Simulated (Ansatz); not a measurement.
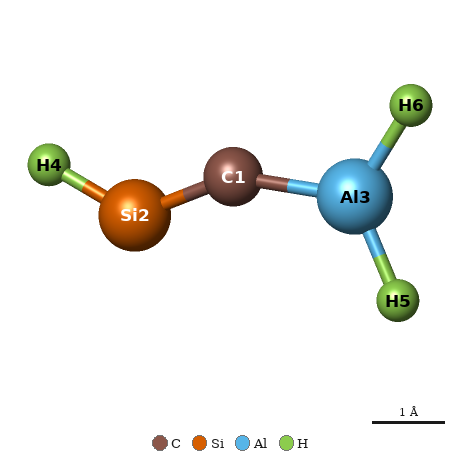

Numbered structure. The computed structure is the end point of a PBE0-D4/def2-TZVP optimisation. No frequency run is at hand to confirm it as a minimum.

> What is the geometry at C1?

C1 has 2 neighbours (Si2 at 1.65, Al3 at 1.90 Å); the arrangement is bent.

> What is the geometry at Si2?

Si2 has 2 neighbours (C1 at 1.65, H4 at 1.49 Å); the arrangement is bent.

> How are the neighbours of atom 3 arranged?

Al3 has 3 neighbours (C1 at 1.90, H5 at 1.58, H6 at 1.59 Å); the arrangement is trigonal planar.
